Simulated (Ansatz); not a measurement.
# Ge2H6 (SMILES [GeH3][GeH3]) at RPA@PBE/6-31G(d) (spherical functions)

Aim: the vertical ionisation energy of Ge2H6 at RPA@PBE/6-31G* (spherical functions), from 2 runs. 

The calculation is run with Ansatz 0.2.0.

39 further runs of the same task are left out: 39 set aside as unsound or not needed.

## Step 1: The structure to begin with

The species is Ge2H6 (8 atoms), meant as a singlet with charge 0. As SMILES, `[GeH3][GeH3]`. Geometry: relaxed at PBE0-D4/def2-TZVP.

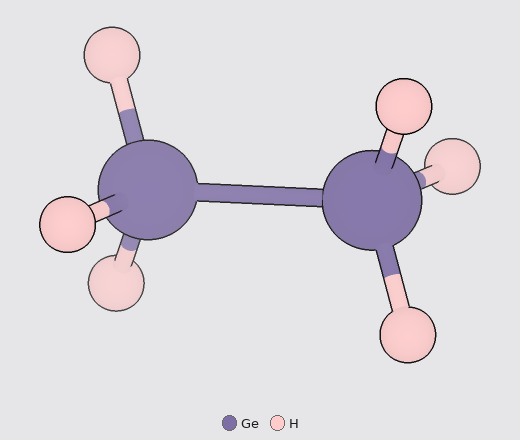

The structure, seen from a chosen angle (germanium purple, hydrogen pink).

## Step 2: A single-point energy at RPA@PBE/6-31G(d) (spherical functions)

input.yaml

```yaml
crystal:
  periodic: [false, false, false]
  atoms:
    - {symbol: Ge, position_ang: [-0.569150, 0.281910, -1.029950]}
    - {symbol: Ge, position_ang: [0.569150, -0.281910, 1.029950]}
    - {symbol: H, position_ang: [-0.360530, -0.825230, -2.075830]}
    - {symbol: H, position_ang: [-2.077470, 0.442320, -0.780090]}
    - {symbol: H, position_ang: [-0.023210, 1.601970, -1.597890]}
    - {symbol: H, position_ang: [0.367430, 0.829100, 2.073090]}
    - {symbol: H, position_ang: [2.076310, -0.450460, 0.778490]}
    - {symbol: H, position_ang: [0.017470, -1.597700, 1.602230]}
basis:
  gaussian:
    orbitals: 6-31G_st_-spherical.json
hamiltonian:
  xc: {name: PBE}
correlation:
  method: rpa
  frozen_orbitals: {Ge: 9, H: 0}
accuracy: high
```

The basis set 6-31G* is read from a file made from the Basis Set Exchange's data (not shown).

On the command line:

```sh
$ ansatz run input.yaml --threads 1 --pin off --max-ram 3480MiB --events-out events.jsonl --progress --plain --runs-dir runs
```

The program printed:

```text
Warning: RAYON_NUM_THREADS=1 ignored (pool sized by the plan → 1); use --threads N
Functional definition: PBE
  name "PBE"
  parameter kappa = 0.804
  parameter beta = 0.06672455060314922
  exchange = pbe_x(kappa = kappa, mu = beta*pi^2/3)
  correlation = pbe_c(beta = beta)
1611 factors; integrals over basis functions are off by at most 8.5e-9 eV
mean field evaluation 1: about -113099.9555 eV, gradient 2.5e1 eV
mean field evaluation 2: about -113099.9406 eV, gradient 2.5e1 eV
mean field evaluation 4: about -113100.8039 eV, gradient 2.9e0 eV
mean field evaluation 8: about -113100.8197 eV, gradient 1.1e-2 eV
mean field evaluation 16: about -113100.8197 eV, gradient 2.7e-7 eV
mean field -113100.81974299 eV, -4156.3784630660 hartree, gradient 6.0e-8 eV, S^2 0.000000; 0 other end points of the search recorded, 0 dependent functions left out
18 core orbitals not correlated: weight in the atoms' cores, before any rotation towards them, 1.000 or more for the frozen orbitals, at most 0.000 for the correlated occupied ones
reference -113024.71523002 eV, -4153.5816737997 hartree; 17, 17 occupied and 41, 41 virtual orbitals, 1611 factors
Total energy: -113044.88202275 eV, -4154.3227897628 hartree
```

Wall time 5.4 s (1 thread of Intel Xeon 6975P-C (Granite Rapids), shared host); peak memory 0.26 GiB.

## Step 3: The doublet cation at the same level

in.yaml

```yaml
crystal:
  periodic: [false, false, false]
  atoms:
    - {symbol: Ge, position_ang: [-0.569150, 0.281910, -1.029950]}
    - {symbol: Ge, position_ang: [0.569150, -0.281910, 1.029950]}
    - {symbol: H, position_ang: [-0.360530, -0.825230, -2.075830]}
    - {symbol: H, position_ang: [-2.077470, 0.442320, -0.780090]}
    - {symbol: H, position_ang: [-0.023210, 1.601970, -1.597890]}
    - {symbol: H, position_ang: [0.367430, 0.829100, 2.073090]}
    - {symbol: H, position_ang: [2.076310, -0.450460, 0.778490]}
    - {symbol: H, position_ang: [0.017470, -1.597700, 1.602230]}
basis:
  gaussian:
    orbitals: 6-31G_st_-spherical.json
total_charge: 1
magnetization:
  spin_polarized: true
  initial_magnetization: 1
hamiltonian:
  xc: {name: PBE}
correlation:
  method: rpa
  frozen_orbitals: {Ge: 9, H: 0}
accuracy: high
```

The basis set 6-31G* is read from a file made from the Basis Set Exchange's data (not shown).

On the command line:

```sh
$ ansatz run in.yaml --threads 1 --pin off --max-ram 3480MiB --events-out events.jsonl --progress --plain --runs-dir runs
```

The program printed, cut to the lines that bear on the results:

```text
Warning: RAYON_NUM_THREADS=1 ignored (pool sized by the plan → 1); use --threads N
Functional definition: PBE
  name "PBE"
[...]
1611 factors; integrals over basis functions are off by at most 8.5e-9 eV
[...]
mean field -113090.75056296 eV, -4156.0084275249 hartree, gradient 8.0e-8 eV, S^2 0.751066; 6 other end points of the search recorded, 0 dependent functions left out
18 core orbitals not correlated: weight in the atoms' cores, before any rotation towards them, 1.000 or more for the frozen orbitals, at most 0.000 for the correlated occupied ones
reference -113014.99419434 eV, -4153.2244323277 hartree; 17, 16 occupied and 41, 42 virtual orbitals, 1611 factors
Total energy: -113034.93536858 eV, -4153.9572569644 hartree
```

Wall time 11 s (1 thread of Intel Xeon 6975P-C (Granite Rapids), shared host); peak memory 0.31 GiB.

## Step 4: Outcome

At RPA@PBE/6-31G* (spherical functions), 18 core orbitals frozen:

| quantity | value |
| --- | --- |
| singlet Ge2H6: total energy | -4154.32279 Eh |
| singlet Ge2H6: RPA correlation energy (valence) | -741.1 mEh |
| doublet cation: total energy | -4153.95726 Eh |
| doublet cation: RPA correlation energy (valence) | -732.8 mEh |
| doublet cation: ⟨S²⟩ of the reference determinant | 0.751 |
| vertical ionisation energy (to the doublet cation) | 9.947 eV |

The vertical ionisation energy comes to 9.95 eV (229 kcal/mol).
